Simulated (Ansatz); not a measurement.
# Calculations on BH2SCl3

## 1. Relaxation

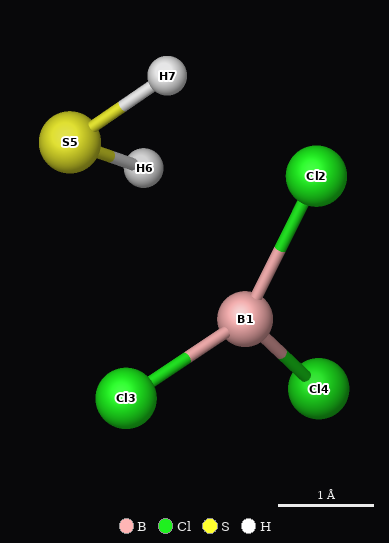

Starting structure of BH$_{2}$SCl$_{3}$. Style: ball-and-stick. Shown from a free direction.

The run prepares an end point of a later path (reaction) calculation, from a guessed geometry.

Theory: RKS PBE-D4/def2-SVP (Ansatz 0.2.0).

Input
```yaml
crystal:
  periodic: [false, false, false]
  atoms:
    - { symbol: B, position_ang: [0.055662, 0.264681, -0.010359] }
    - { symbol: Cl, position_ang: [-0.044578, 0.566341, 1.790328] }
    - { symbol: Cl, position_ang: [1.592145, 0.460855, -0.822404] }
    - { symbol: Cl, position_ang: [-1.443338, 0.100418, -0.912538] }
    - { symbol: S, position_ang: [0.328823, -2.742954, 0.642284] }
    - { symbol: H, position_ang: [-0.967782, -2.890499, 0.26039] }
    - { symbol: H, position_ang: [-0.038732, -2.007742, 1.7557] }
basis:
  gaussian: { orbitals: def2-SVP }
hamiltonian:
  xc: pbe
  dispersion: d4
relax:
  f_tol: 0.03
  max_steps: 50
```

Command:
```bash
ansatz run input.yaml --threads 2 --pin off --max-ram 3072MiB --backend cpu --events-out ev --progress --plain --runs-dir out
```

### Predict the outcome.

The energy falls by 6.22 kJ/mol in 4 accepted moves (5 points after the start). The largest force component goes from 0.94 to 0.0066 eV/Å. The line search rejected the trial step at point 2 of the run. The largest move after the best rigid fit is that of H7, 0.29 Å. By element the largest moves are H 0.29 Å, Cl 0.18 Å, B 0.11 Å, S 0.11 Å. Near-neighbour distances that change, for instance: B1–Cl2 1.829 → 1.762 Å, S5–H7 1.384 → 1.360 Å. Cost: 10 s on 2 threads of Intel(R) Xeon(R) Platinum 8259CL CPU @ 2.50GHz (Skylake/Cascade Lake), with other jobs on the host, peak memory 0.15 GiB.

History of the run:

| step | E − E(0), kJ/mol | largest force component, eV/Å | note |
| --- | --- | --- | --- |
| 0 | 0.00 | 0.9407 |  |
| 1 | -3.73 | 0.7965 |  |
| 2 | -2.44 | 0.5451 | rejected |
| 3 | -5.74 | 0.3130 |  |
| 4 | -5.84 | 0.1327 |  |
| 5 | -6.22 | 0.0066 |  |

The structure at the end:

```xyz
7

B     0.0466    0.3772   -0.0100
Cl   -0.0581    0.7312    1.7132
Cl    1.5852    0.4931   -0.8361
Cl   -1.4321    0.1001   -0.9228
S     0.3227   -2.8528    0.6644
H    -0.9712   -2.8220    0.2444
H    -0.0108   -2.2756    1.8503
```

After the run, drawn alike:

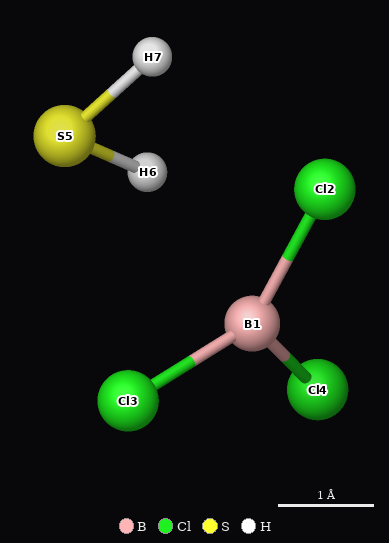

Limits of the set-up: the start holds two separate molecules, 2.6 Å apart at their closest, whose relative position is a soft coordinate.

## 2. Relaxation

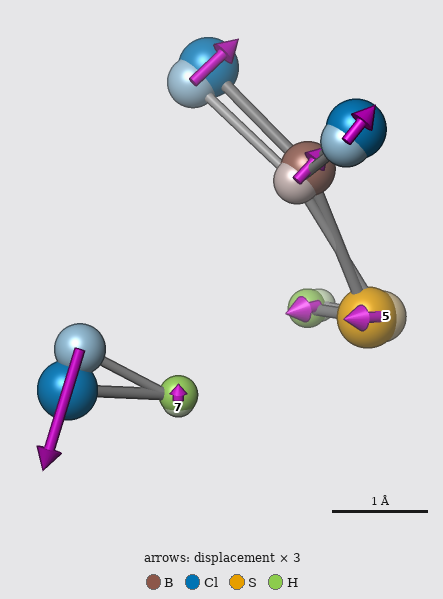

This is a relaxation of BH2SCl3. The starting structure is drawn faded, the final one solid; purple arrows show the displacements, magnified 3 times. The two geometries are superimposed by the best rigid fit.

A ball-and-stick model, seen from a free direction.

The run prepares an end point of a later path (reaction) calculation, from a guessed geometry.

Theory: RKS PBE-D4/def2-SVP (Ansatz 0.2.0). Settings: no spin polarisation; force threshold 0.03 eV/Å; at most 50 steps.

Question: Which element moves most?

Answer: Chlorine: up to 0.45 Å, against 0.18 Å for boron.

Question: Describe the change and its energy.

Answer: After 9 geometry steps the energy has fallen by 0.102 eV. Largest force component: 0.81 eV/Å at the start, 0.018 eV/Å at the end. The largest move after the best rigid fit is that of a Cl atom, 0.45 Å. By element the largest moves are Cl 0.45 Å, B 0.18 Å, S 0.16 Å, H 0.15 Å. Some distances before and after: B–S 1.866 → 1.819 Å, Cl–H 1.338 → 1.309 Å.

Limits of the set-up: the start holds two separate molecules, 2.6 Å apart at their closest, whose relative position is a soft coordinate.

## 3. Path

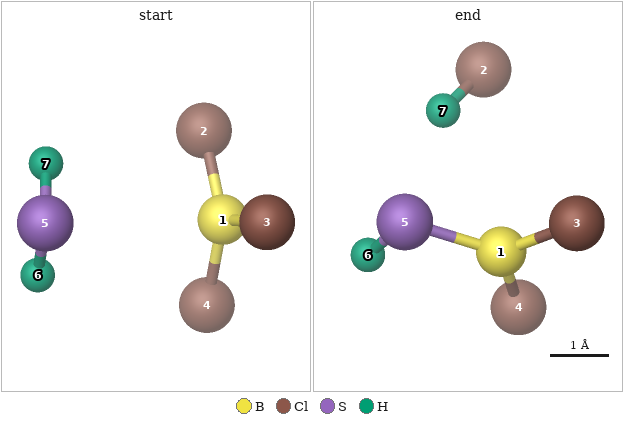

The two relaxed end points of a path for BH2SCl3, made up at the start of BCl$_{3}$ and H2S. Style: ball-and-stick. Shown face on.

Level of theory: Ansatz, RKS PBE-D4/def2-SVP.

Set-up: 5 movable images; climbing image; force threshold 0.05 eV/Å; iteration limit 60.

Start:
```xyz
7

B     0.0467    0.3777   -0.0083
Cl   -0.0576    0.7294    1.7154
Cl    1.5851    0.4945   -0.8346
Cl   -1.4323    0.1021   -0.9211
S     0.3225   -2.8533    0.6616
H    -0.9715   -2.8217    0.2420
H    -0.0107   -2.2776    1.8485
```

End:
```xyz
7

B     0.1133   -0.6486   -0.6147
Cl   -0.1628    0.0427    2.8964
Cl    1.5742    0.2917   -0.8514
Cl   -1.4539   -0.0140   -1.0846
S     0.3110   -2.3051    0.1097
H    -1.0140   -2.6252    0.1069
H     0.1144   -0.9902    2.1411
```

> Predict the minimum-energy path and its barrier.

The highest point, image 3, lies 62.0 kJ/mol above the start and 55.1 kJ/mol above the end; the end is at +6.9 kJ/mol relative to the start. Breaking: B1–Cl2 (1.76 → 2.20 at the top → 3.59 Å), S5–H7 (1.36 → 1.71 at the top → 2.43 Å). Forming: B1–S5 (3.31 → 1.97 at the top → 1.82 Å), Cl2–H7 (3.01 → 1.52 at the top → 1.31 Å). The band converged in 17 iterations. The largest component of the band force went from 6.2 to 0.044 eV/Å. The climbing image converged on the top of the path. Its vibrational analysis gives one imaginary mode (526i cm⁻¹), as a transition state must have.

Energies of the converged images:

| image | path (Å) | E (kJ/mol) |
| --- | --- | --- |
| 0 | 0.00 | 0.0 |
| 1 | 0.64 | 2.5 |
| 2 | 1.28 | 17.4 |
| 3 | 1.92 | 62.0 |
| 4 | 2.37 | 34.0 |
| 5 | 2.81 | 11.0 |
| 6 | 3.25 | 6.9 |

The geometry at the top of the path:

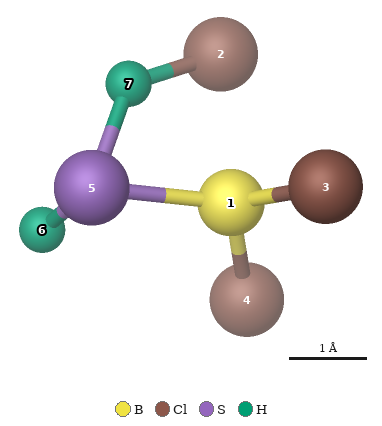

Limits of the set-up: the start holds two separate molecules, 3.0 Å apart at their closest, whose relative position is a soft coordinate.

Cost: 2.7 min on 2 threads of Intel(R) Xeon(R) Platinum 8259CL CPU @ 2.50GHz (Skylake/Cascade Lake), on a shared host, peak memory 0.16 GiB.
